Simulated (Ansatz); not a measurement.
AlNi (CsCl type): energy against volume

AlNi (CsCl type)

```xyz
2
Lattice="2.8622 0.0000 0.0000 0.0000 2.8622 0.0000 0.0000 0.0000 2.8622" Properties=species:S:1:pos:R:3 pbc="T T T"
Al     0.0000     0.0000     0.0000
Ni     1.4311     1.4311     1.4311
```

E(V) scan at fixed shape, V₀ the volume above. Symmetry pins the atoms to their sites.

Method: PBEsol (plane waves to 420 eV, PAW, scalar-relativistic; Ansatz, a first-principles code). k mesh 16×16×16 (Γ-centred), Fermi-Dirac smearing 0.05 eV. Energies are smeared free energies. AlNi is run without spin polarisation. AlNi was relaxed with its symmetry unable to fall. The zero of ΔE is the relaxed starting cell.

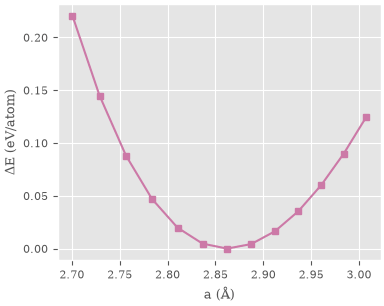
ΔE (eV/atom) against a (Å); markers are the computed points, lines only join them.

The pressure derivative B₀′ (fit) is 4.3 and the pressure for 5 % compression (fit) comes out as 9.9 GPa. The bulk modulus B₀ (third-order Birch-Murnaghan fit) is 173 GPa and the pressure at the smallest volume is 43.9 GPa. The energy cost of the largest expansion is 124 meV/atom.

P = (3B₀/2)(x⁷ − x⁵)[1 + ¾(B₀′ − 4)(x² − 1)] with x = (1/0.95)^(1/3), B₀ = 173 GPa and B₀′ = 4.32.

(Under strain, the slope of the energy per volume gives the stress and its curvature an elastic modulus.)
